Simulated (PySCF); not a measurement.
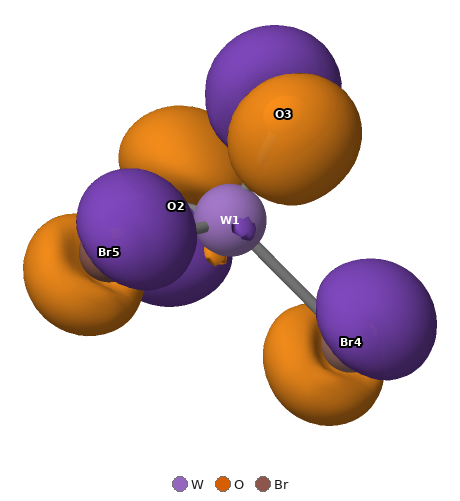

Figure. Br2O2W. One frontier orbital at ±0.08 Å⁻³ᐟ² (orange and purple are the two phases), seen at a tilt.

Core potentials replace the inner electrons of W.

The calculation used RKS PBE, W def2-SVP with ECP60, O def2-SVP, Br def2-SVP; non-relativistic Hamiltonian with scalar-relativistic core potentials where named; density fitting in PySCF 2.14.0.

```yaml
atoms:
  - { symbol: W, position_ang: [0.0000, 0.0000, 0.4175] }
  - { symbol: O, position_ang: [0.9691, 0.9691, 1.4489] }
  - { symbol: O, position_ang: [-0.9691, -0.9691, 1.4489] }
  - { symbol: Br, position_ang: [1.4426, -1.4426, -0.8960] }
  - { symbol: Br, position_ang: [-1.4426, 1.4426, -0.8960] }
```

Question: Which orbital is it: HOMO or LUMO?

Answer: The HOMO, at −7.95 eV. Its weight (Hirshfeld) is mainly on O2 (about 35 %), O3 (about 35 %), Br4 (about 10 %) and Br5 (about 10 %); largely a combination of lone pairs on O2, O3, Br4 and Br5.
